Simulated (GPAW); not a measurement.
Consider SnO2 (Cassiterite, P4_2/mnm).

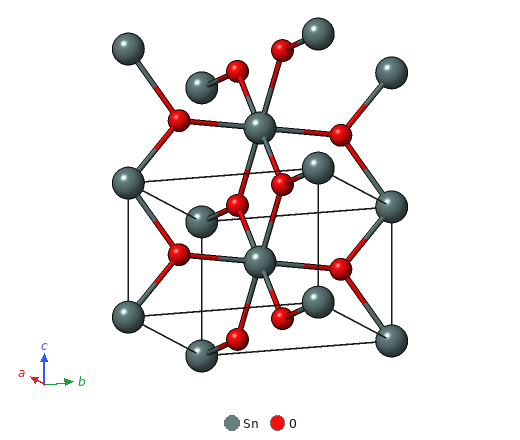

The structure (tin teal, oxygen red). 1×1×2 cells are drawn. Some periodic images of atoms are drawn too.

```xyz
6
Lattice="4.7380 0.0000 0.0000 0.0000 4.7380 0.0000 0.0000 0.0000 3.1865" Properties=species:S:1:pos:R:3 pbc="T T T"
Sn    2.3690    2.3690    1.5933
Sn    0.0000    0.0000    0.0000
O     3.8240    0.9140    1.5933
O     3.2830    3.2830    0.0000
O     0.9140    3.8240    1.5933
O     1.4550    1.4550    0.0000
```

Absorber: atom 3, with 3 Sn at 2.05 Å (distorted trigonal planar, site symmetry m2m). Method: GPAW, PBE, full core hole (charged cell), 12-atom cell with 5.7 Å between holes, 4×4×4 k points, dipole transitions, Gaussian full width 0.9 eV up to 4 eV, rising linearly to 3.5 eV at 25 eV.

Q: What does the O K edge look like?

Main maxima up to 24 eV above the zero (height): 4.1 eV (2.42) and 9.6 eV (2.75). A K edge sees empty p states on the absorber. The total-energy difference plus the lowest empty eigenvalue puts the zero at 537.43 eV. One term is added: -8.91 eV, since the hole is spin-paired here and a spin-polarised one costs that much less in the free atom (computed apart). The photon energy is then 528.52 eV. The functional and the charged cell's background leave an error of a few eV in such absolute values.

The O K spectrum (energy from the lowest empty level; intensity scaled to a mean of 1 over the first 20 eV; polarised curves are means over the symmetry-equivalent atoms):

```
E (eV)  isotropic  ε ⊥ c  ε ∥ c
  -2.0       0.00   0.00   0.00
  -0.5       0.00   0.00   0.00
   1.0       0.09   0.08   0.11
   2.5       0.79   0.67   1.03
   4.0       2.40   1.64   3.93
   5.5       0.91   0.74   1.25
   7.0       1.18   1.03   1.47
   8.5       1.85   1.72   2.10
  10.0       2.59   3.05   1.66
  11.5       1.43   1.67   0.93
  13.0       0.45   0.45   0.43
  14.5       0.30   0.34   0.22
  16.0       0.36   0.37   0.34
  17.5       0.55   0.57   0.52
  19.0       0.67   0.74   0.55
  20.5       0.66   0.70   0.58
  22.0       0.72   0.75   0.67
  23.5       0.84   0.79   0.95
  25.0       0.99   0.80   1.36
  26.5       1.10   0.88   1.53
  28.0       1.01   0.88   1.27
  29.5       1.02   0.99   1.08
  31.0       1.30   1.30   1.28
```

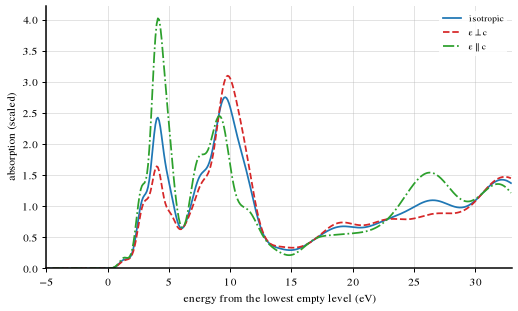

The O K edge.

The holes are only 5.7 Å apart, so the shape is probably not converged with cell size; no larger cell was run here. The mesh is coarse (0.34 Å⁻¹ between points), so small maxima may be mesh ripples. The structure is a published determination, not relaxed.

[Banner, clock and machine lines of the logs are left out without a mark of their own.]

[Logs are printed without paths, hosts, clocks, repeated set-up lines and the standing remarks that a program may print on its own settings, such as how far it seeks lower states.]

[Hosts, paths, dates, database ids (printed as entryN), source tags and the programs' standing remarks are cut or masked in the printed files.]

[Lists of maxima count a maximum above −3 eV only where it reaches 4 % of the highest in the window and stands out from its surroundings by 2 % of it (1.5 % where it reaches 55 %); shoulders and weaker maxima are passed over, and of the rest the first, up to two pre-edge ones and the few strongest are named.]
